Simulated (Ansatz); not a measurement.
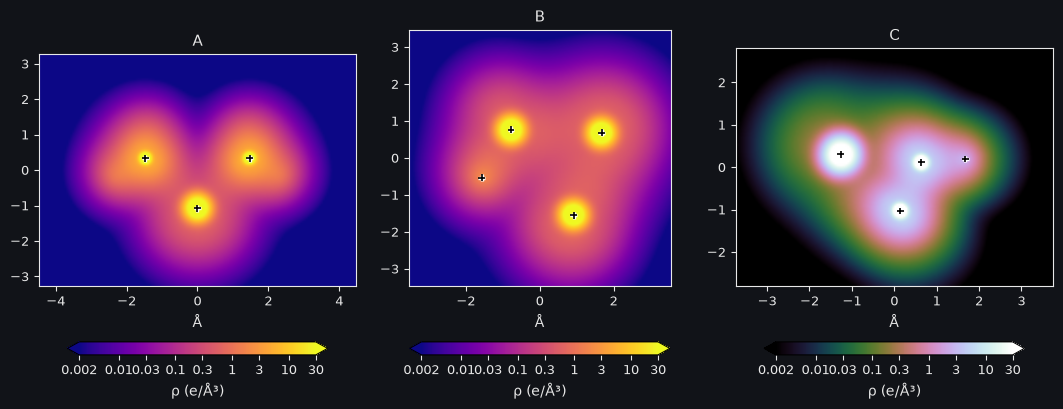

The electron density of 3 systems, each on a plane through atoms (crosses mark nuclei in the plane).

Computed with isolated molecule in a Gaussian basis; Kohn-Sham density functional theory, functional PBE0 in Ansatz.

System 1: H₇N₂Si (charge +1), the plane of atoms N1, Si3 and N2. Geometry: B3LYP-D3(BJ)/def2-SVP.

```xyz
10

N    -1.4386   -1.5237   -0.5072
N     1.4671   -1.0997   -0.8185
Si    0.0557   -0.6685    0.5999
H    -1.4945   -1.3006   -1.5085
H    -2.3187   -1.1797   -0.0989
H    -1.4779   -2.5456   -0.4142
H    -0.2129    0.6381   -0.1289
H     1.2488   -0.9000   -1.8024
H     1.8117   -2.0657   -0.7669
H     2.2791   -0.5092   -0.5913
```

System 2: BrH₃Si₃, the plane of atoms Si2, Si3 and Si4. Geometry: BLYP-D3(BJ)/def2-SVP.

```yaml
atoms:
  - { symbol: Br, position_ang: [2.8024, -0.4087, -0.3149] }
  - { symbol: Si, position_ang: [-0.6798, -0.4152, -0.1800] }
  - { symbol: Si, position_ang: [0.9825, -1.6946, 1.0952] }
  - { symbol: Si, position_ang: [1.3268, -2.2045, -1.1788] }
  - { symbol: H, position_ang: [-0.6272, -0.4336, -1.7000] }
  - { symbol: H, position_ang: [-2.0223, -0.9741, 0.1970] }
  - { symbol: H, position_ang: [-0.5360, 1.0294, 0.1933] }
```

System 3: AlFH₂N₂, the plane of atoms Al1, N4 and N3. Geometry: B3LYP-D3(BJ)/def2-SVP.

```json
{"atom": "Al", "x (Å)": "-2.1753", "y (Å)": "-1.4867", "z (Å)": "0.5859"}
{"atom": "F", "x (Å)": "-2.0487", "y (Å)": "-2.1268", "z (Å)": "-0.9487"}
{"atom": "N", "x (Å)": "-3.9772", "y (Å)": "-1.3543", "z (Å)": "1.2791"}
{"atom": "N", "x (Å)": "-3.6198", "y (Å)": "-0.2544", "z (Å)": "0.8040"}
{"atom": "H", "x (Å)": "-0.9371", "y (Å)": "-1.3621", "z (Å)": "1.5282"}
{"atom": "H", "x (Å)": "-4.3049", "y (Å)": "0.5309", "z (Å)": "0.8195"}
```

Question: Which map belongs to which system?

Answer: Panel A is system 1, H₇N₂Si: the plane holds N and Si. Si–N (2.05 Å): ρ at the midpoint is about 0.59 e/Å³, with its minimum of 0.47 e/Å³ about 0.8 Å from Si. Panel B is system 2, BrH₃Si₃: the plane holds Si and H. Si–Si (2.36 Å): the density is about 0.56 e/Å³ at the midpoint. Panel C is system 3, AlFH₂N₂: the plane holds Al, N and H. N–N (1.25 Å): ρ at the midpoint is about 3.2 e/Å³.
